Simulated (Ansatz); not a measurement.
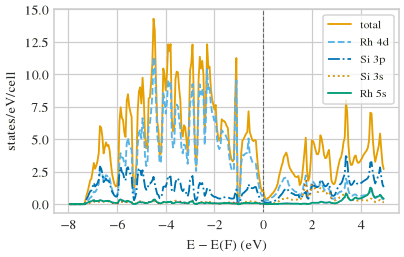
Fig. 1. Total and projected density of states of SiRh in space group P2_13 (No. 198; Si on 4a, Rh on 4a), DFT-PBEsol in the program Ansatz with PAW potentials

Q: Which orbitals carry the states next to the Fermi level?

A: Within 0.5 eV of the Fermi level: Rh 4d 65 %, Si 3p 26 %. Projections are on Löwdin-orthogonalised atomic valence shells; empty p or d shells of many metals are not among them.

Q: Where is the tallest occupied peak in this window, and what makes it?

A: Near -4.5 eV, about 14 states/eV per cell; the largest projected share is Rh 4d.

The first step of the workflow began from a Materials Project structure, measured or hypothetical; the Crystallography Open Database copy checked does not list it. COD files the formula under space group No. 14, so this cell is another polymorph or a model. Whether it is the stable phase at ambient conditions was not checked. The cell was relaxed with PBEsol under the symmetry of its start; whether a distortion lowers the energy is not shown. No spin polarisation was allowed. Spin–orbit coupling is left out wherever it is not named.

Potentials: the later of the program's two PAW sets.
